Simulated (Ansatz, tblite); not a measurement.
# C3H8Ge: isomers side by side, part 1 of 2

Aim: relax some chosen isomers of C3H8Ge, and see how the levels of theory order them.

Program: Ansatz 0.2.0, Gaussian basis. Level of theory: relaxed with r2SCAN-D4/def2-SVP, singlet. These are calculated values, not measurements.

2 further runs of the same task are left out: 2 set aside as unsound or not needed.

**1. Starting geometry**

12 atoms, charge 0, spin multiplicity 1.

Atoms are counted from 1 here; the program's logs count them from 0.

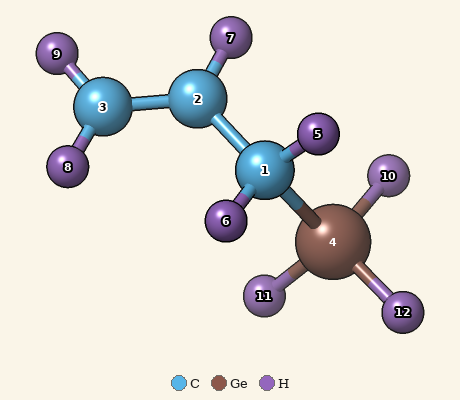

Start geometry, drawn with carbon blue, germanium brown, hydrogen purple; atoms are numbered from 1 in the order of the file.

The isomers as started, chosen beforehand: A: Ge(eta1-allyl)H3; B: GeH2Me(vinyl). The structure above is A.

**2. Relaxing candidate A**

in.yaml reads:

```yaml
crystal:
  periodic: [false, false, false]
  atoms:
    - {symbol: C, position_ang: [-0.071040, -0.770840, 0.317400]}
    - {symbol: C, position_ang: [0.510760, 0.474320, 0.885210]}
    - {symbol: C, position_ang: [-0.184250, 1.414060, 1.500710]}
    - {symbol: Ge, position_ang: [-0.073420, -0.710680, -1.664130]}
    - {symbol: H, position_ang: [0.515850, -1.637130, 0.631200]}
    - {symbol: H, position_ang: [-1.094420, -0.910390, 0.669180]}
    - {symbol: H, position_ang: [1.578990, 0.594390, 0.746880]}
    - {symbol: H, position_ang: [-1.247750, 1.322280, 1.652180]}
    - {symbol: H, position_ang: [0.278170, 2.308200, 1.882750]}
    - {symbol: H, position_ang: [1.309970, -0.537660, -2.206010]}
    - {symbol: H, position_ang: [-0.895800, 0.429410, -2.170740]}
    - {symbol: H, position_ang: [-0.627080, -1.975980, -2.244640]}
basis:
  gaussian: {orbitals: def2-SVP}
hamiltonian: {xc: r2scan, dispersion: d4}
scf: {lower_state_search: "off"}
output: {orbitals: {seedname: orbitals}}
relax: {f_tol: 0.02, max_steps: 100}
```

Run with:

```bash
> ansatz run in.yaml --threads 2 --pin off --events-out ev --progress --plain --max-ram 4352MiB
```

What it wrote, shortened:

```text
Functional definition: r2SCAN
  name "r2SCAN"
  cite "Furness, Kaplan, Ning, Perdew & Sun, J. Phys. Chem. Lett. 11, 8208 (2020) doi:10.1021/acs.jpclett.0c02405"
  cite "Furness, Kaplan, Ning, Perdew & Sun, J. Phys. Chem. Lett. 11, 9248 (2020) doi:10.1021/acs.jpclett.0c03077"
  parent r2scan
[...]
1289 factors; their error is unknown
[...]
mean field -59747.07471774 eV, -2195.6644978553 hartree, gradient 5.1e-6 eV, S^2 0.000000; 0 other end points of the search recorded, 0 dependent functions left out
[...]
reference -59747.07472873 eV, -2195.6644982592 hartree; 29, 29 occupied and 85, 85 virtual orbitals, 1289 factors
relax step   1: F+E_penalty+E_count = -59747.13142645 eV  Δ(F+E_penalty+E_count) = +0.000e0 eV  max|allowed force component| = 7.903e-1 eV/Å  Δτ_max = 0.0000 Å  (18 SCF iters, accepted)
[...]
relax step   7: F+E_penalty+E_count = -59747.22666255 eV  Δ(F+E_penalty+E_count) = -1.444e-4 eV  max|allowed force component| = 2.491e-2 eV/Å  Δτ_max = 0.0098 Å  (21 SCF iters, accepted)
[...]
relax step   8: F+E_penalty+E_count = -59747.22693151 eV  Δ(F+E_penalty+E_count) = -2.690e-4 eV  max|allowed force component| = 1.921e-2 eV/Å  Δτ_max = 0.0381 Å  (19 SCF iters, accepted)
Total energy: -59747.22694254 eV, -2195.6700920133 hartree
Atom 0 at    -0.078085    -0.778710     0.305034 Å, force     0.002143     0.014268    -0.000144 eV/Å
Atom 1 at     0.511901     0.458961     0.893559 Å, force    -0.000344    -0.000080     0.006895 eV/Å
Atom 2 at    -0.174051     1.438000     1.499547 Å, force     0.007121    -0.019213    -0.001963 eV/Å
Atom 3 at    -0.079455    -0.713883    -1.668960 Å, force     0.000188    -0.003747    -0.004298 eV/Å
Atom 4 at     0.498040    -1.675218     0.591805 Å, force     0.004745    -0.001727     0.002142 eV/Å
Atom 5 at    -1.118926    -0.926473     0.636967 Å, force    -0.002958     0.001184     0.000405 eV/Å
Atom 6 at     1.600239     0.572695     0.784493 Å, force    -0.002931    -0.008700    -0.006577 eV/Å
Atom 7 at    -1.260222     1.376647     1.633111 Å, force    -0.003779     0.004536    -0.000612 eV/Å
Atom 8 at     0.328791     2.329259     1.884698 Å, force    -0.003893     0.009543     0.000235 eV/Å
Atom 9 at     1.350125    -0.460249    -2.176377 Å, force    -0.006454     0.000455     0.001824 eV/Å
Atom 10 at    -0.991433     0.428196    -2.141839 Å, force     0.002316    -0.002047     0.000267 eV/Å
Atom 11 at    -0.586944    -2.049246    -2.242049 Å, force     0.003847     0.005527     0.001827 eV/Å
Dipole moment:     0.004739    -0.076281     0.060167 e Å
Checks for a lower state left out: stability, starts, cluster_reference, orbital_swaps, neighbouring_geometries, increment
```

Wall time 22 s (2 threads of Arm Neoverse V1, shared host).

Step by step:

```tsv
step	energy from step 1 (eV)	largest force component (eV/Å)
1	0.0000	0.7903
2	-0.0894	0.2558
3	-0.0939	0.0779
4	-0.0930	0.2679
5	-0.0944	0.0570
6	-0.0951	0.0430
7	-0.0952	0.0249
8	-0.0955	0.0192
```

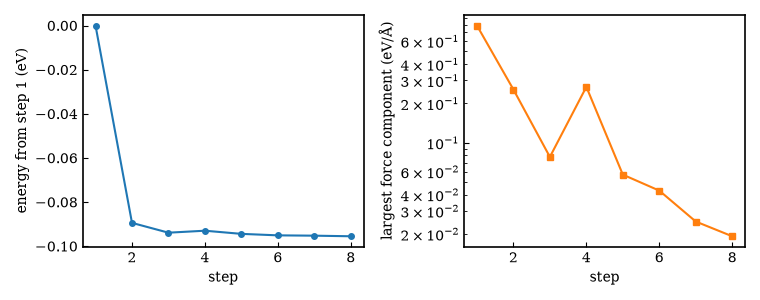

Energy and force, step by step.

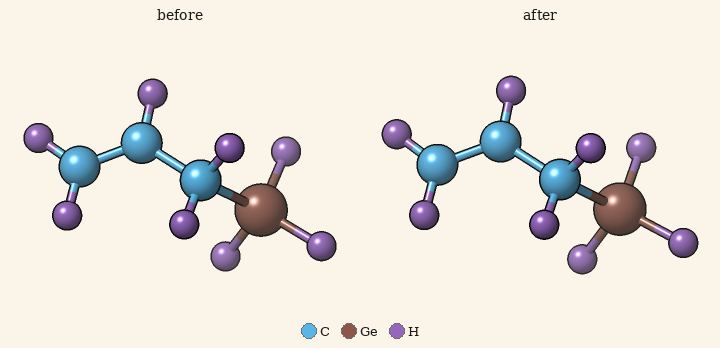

Before and after, at one scale.

Distances of close pairs at the start and the end, largest changes first:

```tsv
bond	before (Å)	after (Å)	change (Å)
Ge4–H10	1.496	1.538	+0.042
Ge4–H11	1.494	1.536	+0.042
Ge4–H12	1.498	1.539	+0.041
C2–C3	1.321	1.340	+0.019
C3–H8	1.078	1.096	+0.018
C3–H9	1.077	1.093	+0.017
C2–H7	1.084	1.100	+0.016
C1–H6	1.091	1.102	+0.011
```

**3. Relaxing candidate B**

in.yaml reads:

```yaml
crystal:
  periodic: [false, false, false]
  atoms:
    - {symbol: C, position_ang: [0.011580, 1.974210, -0.405790]}
    - {symbol: C, position_ang: [-0.136030, -1.265480, -0.369480]}
    - {symbol: C, position_ang: [-0.842490, -2.100600, 0.373590]}
    - {symbol: Ge, position_ang: [0.783970, 0.312530, 0.316790]}
    - {symbol: H, position_ang: [0.716860, 0.308600, 1.819380]}
    - {symbol: H, position_ang: [2.241820, 0.242140, -0.056630]}
    - {symbol: H, position_ang: [0.564870, 2.842340, -0.059290]}
    - {symbol: H, position_ang: [-1.023620, 2.081780, -0.092250]}
    - {symbol: H, position_ang: [0.036110, 1.967940, -1.492770]}
    - {symbol: H, position_ang: [-0.061150, -1.447270, -1.435810]}
    - {symbol: H, position_ang: [-0.942630, -1.953970, 1.438180]}
    - {symbol: H, position_ang: [-1.349300, -2.962220, -0.035930]}
basis:
  gaussian: {orbitals: def2-SVP}
hamiltonian: {xc: r2scan, dispersion: d4}
scf: {lower_state_search: "off"}
output: {orbitals: {seedname: orbitals}}
relax: {f_tol: 0.02, max_steps: 100}
```

The command is unchanged.

What it wrote:

```text
Functional definition: r2SCAN
  name "r2SCAN"
  cite "Furness, Kaplan, Ning, Perdew & Sun, J. Phys. Chem. Lett. 11, 8208 (2020) doi:10.1021/acs.jpclett.0c02405"
  cite "Furness, Kaplan, Ning, Perdew & Sun, J. Phys. Chem. Lett. 11, 9248 (2020) doi:10.1021/acs.jpclett.0c03077"
  parent r2scan
  parameter k0 = 0.174
  parameter k1 = 0.065
  parameter a1 = 4.9479
  exchange = r2scan_x(k0 = k0, k1 = k1, a1 = a1)
  correlation = r2scan_c
these checks for a lower state are left out or cut short: stability, starts, cluster_reference, orbital_swaps, neighbouring_geometries, increment
1289 factors; their error is unknown
mean field evaluation 1: about -59737.3182 eV, gradient 6.4e1 eV
mean field evaluation 2: about -59729.7045 eV, gradient 8.2e1 eV
mean field evaluation 4: about -59747.2670 eV, gradient 2.7e0 eV
mean field evaluation 8: about -59747.2240 eV, gradient 2.2e-1 eV
mean field evaluation 16: about -59747.2241 eV, gradient 1.2e-4 eV
mean field -59747.22405280 eV, -2195.6699858173 hartree, gradient 9.4e-6 eV, S^2 0.000000; 0 other end points of the search recorded, 0 dependent functions left out
the calculation of the forces begins
reference -59747.22406374 eV, -2195.6699862194 hartree; 29, 29 occupied and 85, 85 virtual orbitals, 1289 factors
relax step   1: F+E_penalty+E_count = -59747.27883335 eV  Δ(F+E_penalty+E_count) = +0.000e0 eV  max|allowed force component| = 9.214e-1 eV/Å  Δτ_max = 0.0000 Å  (16 SCF iters, accepted)
these checks for a lower state are left out or cut short: stability, starts, cluster_reference, orbital_swaps, neighbouring_geometries, increment
1289 factors; their error is unknown
mean field -59747.28536263 eV, -2195.6722389121 hartree, gradient 2.9e-6 eV, S^2 0.000000; 0 other end points of the search recorded, 0 dependent functions left out
the calculation of the forces begins
reference -59747.28537359 eV, -2195.6722393149 hartree; 29, 29 occupied and 85, 85 virtual orbitals, 1289 factors
relax step   2: F+E_penalty+E_count = -59747.34029221 eV  Δ(F+E_penalty+E_count) = -6.146e-2 eV  max|allowed force component| = 2.289e-1 eV/Å  Δτ_max = 0.0514 Å  (20 SCF iters, accepted)
these checks for a lower state are left out or cut short: stability, starts, cluster_reference, orbital_swaps, neighbouring_geometries, increment
1289 factors; their error is unknown
mean field evaluation 32: about -59747.2862 eV, gradient 3.0e-6 eV
mean field -59747.28623966 eV, -2195.6722711425 hartree, gradient 3.0e-6 eV, S^2 0.000000; 0 other end points of the search recorded, 0 dependent functions left out
the calculation of the forces begins
reference -59747.28625065 eV, -2195.6722715463 hartree; 29, 29 occupied and 85, 85 virtual orbitals, 1289 factors
relax step   3: F+E_penalty+E_count = -59747.34114445 eV  Δ(F+E_penalty+E_count) = -8.522e-4 eV  max|allowed force component| = 1.393e-1 eV/Å  Δτ_max = 0.0578 Å  (19 SCF iters, accepted)
these checks for a lower state are left out or cut short: stability, starts, cluster_reference, orbital_swaps, neighbouring_geometries, increment
1289 factors; their error is unknown
mean field -59747.28972563 eV, -2195.6723992494 hartree, gradient 2.9e-6 eV, S^2 0.000000; 0 other end points of the search recorded, 0 dependent functions left out
the calculation of the forces begins
reference -59747.28973661 eV, -2195.6723996528 hartree; 29, 29 occupied and 85, 85 virtual orbitals, 1289 factors
relax step   4: F+E_penalty+E_count = -59747.34468037 eV  Δ(F+E_penalty+E_count) = -3.536e-3 eV  max|allowed force component| = 3.040e-2 eV/Å  Δτ_max = 0.0367 Å  (19 SCF iters, accepted)
these checks for a lower state are left out or cut short: stability, starts, cluster_reference, orbital_swaps, neighbouring_geometries, increment
1289 factors; their error is unknown
mean field -59747.28942472 eV, -2195.6723881910 hartree, gradient 2.8e-6 eV, S^2 0.000000; 0 other end points of the search recorded, 0 dependent functions left out
the calculation of the forces begins
reference -59747.28943569 eV, -2195.6723885944 hartree; 29, 29 occupied and 85, 85 virtual orbitals, 1289 factors
relax step   5: F+E_penalty+E_count = -59747.34431652 eV  Δ(F+E_penalty+E_count) = +3.638e-4 eV  max|allowed force component| = 6.349e-2 eV/Å  Δτ_max = 0.0562 Å  (18 SCF iters, rejected (line search))
these checks for a lower state are left out or cut short: stability, starts, cluster_reference, orbital_swaps, neighbouring_geometries, increment
1289 factors; their error is unknown
mean field -59747.29031223 eV, -2195.6724208065 hartree, gradient 2.9e-6 eV, S^2 0.000000; 0 other end points of the search recorded, 0 dependent functions left out
the calculation of the forces begins
reference -59747.29032321 eV, -2195.6724212100 hartree; 29, 29 occupied and 85, 85 virtual orbitals, 1289 factors
relax step   6: F+E_penalty+E_count = -59747.34522306 eV  Δ(F+E_penalty+E_count) = -5.427e-4 eV  max|allowed force component| = 1.096e-2 eV/Å  Δτ_max = 0.0183 Å  (20 SCF iters, accepted)
Total energy: -59747.34523404 eV, -2195.6744391456 hartree
Atom 0 at     0.020087     1.960746    -0.414362 Å, force     0.001644     0.010964    -0.006285 eV/Å
Atom 1 at    -0.149372    -1.232240    -0.378111 Å, force     0.002802    -0.003334    -0.007477 eV/Å
Atom 2 at    -0.827748    -2.097176     0.388288 Å, force    -0.007708    -0.007904     0.001970 eV/Å
Atom 3 at     0.788162     0.319019     0.319127 Å, force    -0.007759    -0.003016     0.002467 eV/Å
Atom 4 at     0.659419     0.298586     1.854074 Å, force     0.001388     0.000191    -0.003026 eV/Å
Atom 5 at     2.279920     0.247104    -0.063754 Å, force     0.003566    -0.000735    -0.000653 eV/Å
Atom 6 at     0.555696     2.844363    -0.036388 Å, force    -0.001241     0.001653     0.002555 eV/Å
Atom 7 at    -1.040447     2.044707    -0.134183 Å, force     0.000629    -0.001958     0.004481 eV/Å
Atom 8 at     0.090063     1.957485    -1.512719 Å, force     0.002421    -0.001675    -0.000031 eV/Å
Atom 9 at    -0.133404    -1.398513    -1.465264 Å, force    -0.002438    -0.000035     0.004197 eV/Å
Atom 10 at    -0.879450    -1.987523     1.478704 Å, force    -0.000878     0.003799     0.003888 eV/Å
Atom 11 at    -1.362937    -2.956558    -0.035421 Å, force     0.007574     0.002048    -0.002086 eV/Å
Dipole moment:    -0.107748     0.040758    -0.081469 e Å
Checks for a lower state left out: stability, starts, cluster_reference, orbital_swaps, neighbouring_geometries, increment
```

Wall time 16 s (2 threads of Arm Neoverse V1, shared host).

Relaxation path:

```tsv
step	energy from step 1 (eV)	largest force component (eV/Å)
1	0.0000	0.9214
2	-0.0615	0.2289
3	-0.0623	0.1393
4	-0.0658	0.0304
5	-0.0655	0.0635
6	-0.0664	0.0110
```

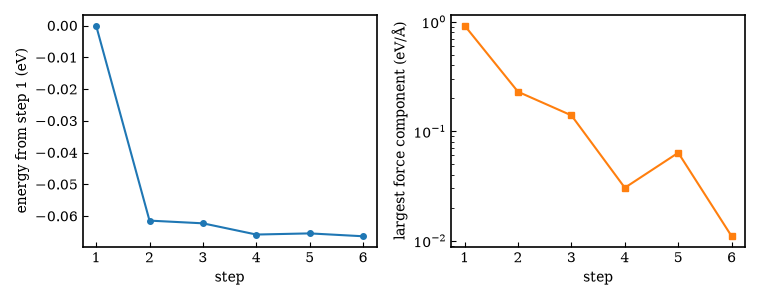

Energy and force, step by step.

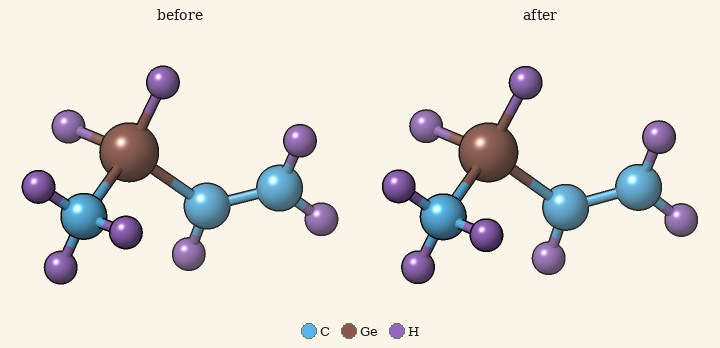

Before and after, at one scale.

Close pairs (by a distance rule), those that changed most:

```tsv
bond	before (Å)	after (Å)	change (Å)
Ge4–H5	1.504	1.540	+0.036
Ge4–H6	1.507	1.542	+0.035
C3–H11	1.079	1.097	+0.018
C2–C3	1.322	1.340	+0.018
C3–H12	1.080	1.097	+0.017
C2–H10	1.084	1.100	+0.016
C1–Ge4	1.970	1.955	-0.014
C1–H7	1.086	1.100	+0.014
```

**4. The relaxed candidates**

```tsv
candidate	point group	bonds (count, mean Å)	energy above the lowest (kcal/mol)
A	C1	C–C 2, 1.42; C–Ge 1, 1.98; C–H 5, 1.10; Ge–H 3, 1.54	2.7
B	C1	C–Ge 2, 1.95; C–C 1, 1.34; C–H 6, 1.10; Ge–H 2, 1.54	0.0
```

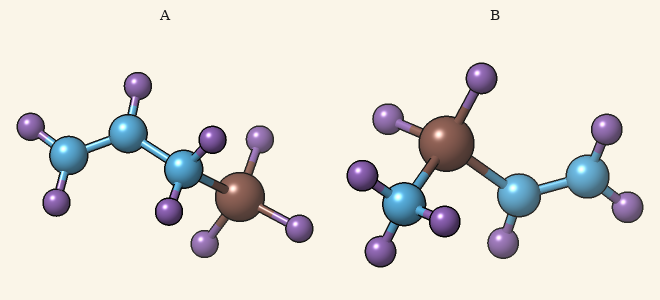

The candidates after relaxation.

**5. Candidate A, first pass, PBE0-D4/def2-SVP**

start.molden holds the orbitals of an earlier run on this state, given as this run's starting guess.

in.yaml reads:

```yaml
crystal:
  periodic: [false, false, false]
  atoms:
    - {symbol: C, position_ang: [-0.078085, -0.778710, 0.305034]}
    - {symbol: C, position_ang: [0.511901, 0.458961, 0.893559]}
    - {symbol: C, position_ang: [-0.174051, 1.438000, 1.499547]}
    - {symbol: Ge, position_ang: [-0.079455, -0.713883, -1.668960]}
    - {symbol: H, position_ang: [0.498040, -1.675218, 0.591805]}
    - {symbol: H, position_ang: [-1.118926, -0.926473, 0.636967]}
    - {symbol: H, position_ang: [1.600239, 0.572695, 0.784493]}
    - {symbol: H, position_ang: [-1.260222, 1.376647, 1.633111]}
    - {symbol: H, position_ang: [0.328791, 2.329259, 1.884698]}
    - {symbol: H, position_ang: [1.350125, -0.460249, -2.176377]}
    - {symbol: H, position_ang: [-0.991433, 0.428196, -2.141839]}
    - {symbol: H, position_ang: [-0.586944, -2.049246, -2.242049]}
basis:
  gaussian: {orbitals: def2-SVP, initial_orbitals: start.molden}
hamiltonian: {xc: pbe0, dispersion: d4}
output: {orbitals: {seedname: orbitals}}
```

Launched as before.

What it wrote:

```text
Functional definition: PBE0
  name "PBE0"
  cite "Adamo & Barone, J. Chem. Phys. 110, 6158 (1999) doi:10.1063/1.478522"
  cite "Perdew, Burke & Ernzerhof, Phys. Rev. Lett. 77, 3865 (1996) doi:10.1103/PhysRevLett.77.3865"
  parent pbe
  parameter a = 0.25
  parameter kappa = 0.804
  parameter beta = 0.06672455060314922
  exchange = (1 - a)*pbe_x(kappa = kappa, mu = beta*pi^2/3) + a*exact_x
  correlation = pbe_c(beta = beta)
1328 factors; their error is unknown
mean field evaluation 1: about -59573.8362 eV, gradient 1.6e2 eV
mean field evaluation 2: about -59629.3589 eV, gradient 9.8e1 eV
mean field evaluation 4: about -59727.0184 eV, gradient 3.2e1 eV
mean field evaluation 8: about -59738.3052 eV, gradient 2.4e-1 eV
mean field evaluation 16: about -59738.1559 eV, gradient 3.1e0 eV
mean field -59738.30528246 eV, -2195.3422270528 hartree, gradient 2.1e-5 eV, S^2 0.000000; 1 other end points of the search recorded, 0 dependent functions left out
reference -59738.30531180 eV, -2195.3422281310 hartree; 29, 29 occupied and 85, 85 virtual orbitals, 1328 factors
Total energy: -59738.49598399 eV, -2195.3492352049 hartree
```

It took 4 s on 2 threads of Arm Neoverse V1, shared host.

HOMO -7.03 eV, LUMO 0.27 eV.

**6. Candidate A, GFN1-xTB**

Tight binding, by tblite at 300 K electronic temperature and without a spin-polarisation term:

```python
tblite.interface.Calculator('GFN1-xTB', numbers, positions, charge=0, uhf=0).singlepoint()
```

Energy -333.9797 eV, HOMO -11.62 eV, LUMO -6.96 eV; 0.007 s.

**7. Candidate A, GFN2-xTB**

Tight binding, by tblite at 300 K electronic temperature and without a spin-polarisation term:

```python
tblite.interface.Calculator('GFN2-xTB', numbers, positions, charge=0, uhf=0).singlepoint()
```

Energy -336.6717 eV, HOMO -10.51 eV, LUMO -5.66 eV; 0.003 s.

**8. Candidate A, PBE0-D4/def2-TZVP**

Changes to in.yaml since step 5:

```diff
@@ -16,4 +16,5 @@
 basis:
-  gaussian: {orbitals: def2-SVP, initial_orbitals: start.molden}
+  gaussian: {orbitals: def2-TZVP, initial_orbitals: start.molden}
 hamiltonian: {xc: pbe0, dispersion: d4}
+scf: {omitted_lower_state_checks: [starts]}
 output: {orbitals: {seedname: orbitals}}
```

Same command.

What it wrote:

```text
Functional definition: PBE0
  name "PBE0"
  cite "Adamo & Barone, J. Chem. Phys. 110, 6158 (1999) doi:10.1063/1.478522"
  cite "Perdew, Burke & Ernzerhof, Phys. Rev. Lett. 77, 3865 (1996) doi:10.1103/PhysRevLett.77.3865"
  parent pbe
  parameter a = 0.25
  parameter kappa = 0.804
  parameter beta = 0.06672455060314922
  exchange = (1 - a)*pbe_x(kappa = kappa, mu = beta*pi^2/3) + a*exact_x
  correlation = pbe_c(beta = beta)
these checks for a lower state are left out or cut short: starts
1293 factors; their error is unknown
mean field evaluation 1: about -59746.7229 eV, gradient 1.3e2 eV
mean field evaluation 2: about -59748.5771 eV, gradient 2.4e0 eV
mean field evaluation 4: about -59748.8497 eV, gradient 4.2e-1 eV
mean field evaluation 8: about -59748.8500 eV, gradient 1.8e-5 eV
mean field -59748.84997611 eV, -2195.7297373968 hartree, gradient 1.8e-5 eV, S^2 0.000000; 0 other end points of the search recorded, 0 dependent functions left out
reference -59748.85000968 eV, -2195.7297386305 hartree; 29, 29 occupied and 160, 160 virtual orbitals, 1293 factors
Total energy: -59749.04068187 eV, -2195.7367457043 hartree
Checks for a lower state left out: starts
```

Wall time 4.3 s (2 threads of Arm Neoverse V1, shared host).

From the report: HOMO -7.07 eV, LUMO 0.06 eV.

**9. Candidate A, PBE-D4/def2-TZVP**

Changes to in.yaml since step 8:

```diff
@@ -17,4 +17,4 @@
   gaussian: {orbitals: def2-TZVP, initial_orbitals: start.molden}
-hamiltonian: {xc: pbe0, dispersion: d4}
+hamiltonian: {xc: pbe, dispersion: d4}
 scf: {omitted_lower_state_checks: [starts]}
-output: {orbitals: {seedname: orbitals}}
+output: {forces: true, orbitals: {seedname: orbitals}}
```

Launched as before.

What it wrote, shortened:

```text
Functional definition: PBE
  name "PBE"
  cite "Perdew, Burke & Ernzerhof, Phys. Rev. Lett. 77, 3865 (1996) doi:10.1103/PhysRevLett.77.3865"
  parent pbe
[...]
1250 factors; their error is unknown
[...]
mean field -59746.76768594 eV, -2195.6532146446 hartree, gradient 1.8e-5 eV, S^2 0.000000; 0 other end points of the search recorded, 0 dependent functions left out
[...]
reference -59746.76773141 eV, -2195.6532163155 hartree; 29, 29 occupied and 160, 160 virtual orbitals, 1250 factors
Total energy: -59746.99343913 eV, -2195.6615109213 hartree
Atom 0 at    -0.078085    -0.778710     0.305034 Å, force    -0.026642    -0.050340     0.282162 eV/Å
Atom 1 at     0.511901     0.458961     0.893559 Å, force     0.034242     0.069297     0.021820 eV/Å
Atom 2 at    -0.174051     1.438000     1.499547 Å, force     0.017610    -0.037529    -0.013584 eV/Å
Atom 3 at    -0.079455    -0.713883    -1.668960 Å, force     0.006796     0.006233    -0.011871 eV/Å
Atom 4 at     0.498040    -1.675218     0.591805 Å, force    -0.031001     0.063230    -0.021353 eV/Å
Atom 5 at    -1.118926    -0.926473     0.636967 Å, force     0.068990     0.019878    -0.023675 eV/Å
Atom 6 at     1.600239     0.572695     0.784493 Å, force    -0.103422    -0.024075     0.001931 eV/Å
Atom 7 at    -1.260222     1.376647     1.633111 Å, force     0.098950     0.020470    -0.006678 eV/Å
Atom 8 at     0.328791     2.329259     1.884698 Å, force    -0.065677    -0.074624    -0.033570 eV/Å
Atom 9 at     1.350125    -0.460249    -2.176377 Å, force     0.163899     0.028978    -0.065723 eV/Å
Atom 10 at    -0.991433     0.428196    -2.141839 Å, force    -0.107226     0.133876    -0.058020 eV/Å
Atom 11 at    -0.586944    -2.049246    -2.242049 Å, force    -0.056520    -0.155394    -0.071439 eV/Å
Dipole moment:     0.005692    -0.079510     0.066629 e Å
Checks for a lower state left out: starts
```

Run time: 3.7 s. Hardware: 2 threads of Arm Neoverse V1, shared host.

From the report: HOMO -6.01 eV, LUMO -0.93 eV.

**10. Candidate A, r2SCAN-D4/def2-TZVP**

Changes to in.yaml since step 9:

```diff
@@ -17,4 +17,4 @@
   gaussian: {orbitals: def2-TZVP, initial_orbitals: start.molden}
-hamiltonian: {xc: pbe, dispersion: d4}
+hamiltonian: {xc: r2scan, dispersion: d4}
 scf: {omitted_lower_state_checks: [starts]}
-output: {forces: true, orbitals: {seedname: orbitals}}
+output: {orbitals: {seedname: orbitals}}
```

Launched as before.

What it wrote:

```text
Functional definition: r2SCAN
  name "r2SCAN"
  cite "Furness, Kaplan, Ning, Perdew & Sun, J. Phys. Chem. Lett. 11, 8208 (2020) doi:10.1021/acs.jpclett.0c02405"
  cite "Furness, Kaplan, Ning, Perdew & Sun, J. Phys. Chem. Lett. 11, 9248 (2020) doi:10.1021/acs.jpclett.0c03077"
  parent r2scan
  parameter k0 = 0.174
  parameter k1 = 0.065
  parameter a1 = 4.9479
  exchange = r2scan_x(k0 = k0, k1 = k1, a1 = a1)
  correlation = r2scan_c
these checks for a lower state are left out or cut short: starts
1250 factors; their error is unknown
mean field evaluation 1: about -59757.7342 eV, gradient 6.6e0 eV
mean field evaluation 2: about -59757.7750 eV, gradient 5.0e-2 eV
mean field evaluation 4: about -59757.7425 eV, gradient 2.9e-4 eV
mean field -59757.74245351 eV, -2196.0565299139 hartree, gradient 2.2e-5 eV, S^2 0.000000; 0 other end points of the search recorded, 0 dependent functions left out
reference -59757.74246640 eV, -2196.0565303876 hartree; 29, 29 occupied and 160, 160 virtual orbitals, 1250 factors
Total energy: -59757.79910343 eV, -2196.0586117600 hartree
Checks for a lower state left out: starts
```

Run time: 6 s. Hardware: 2 threads of Arm Neoverse V1, shared host.

Report: HOMO -6.19 eV, LUMO -0.69 eV.

(Continued in part 2 of 2.)
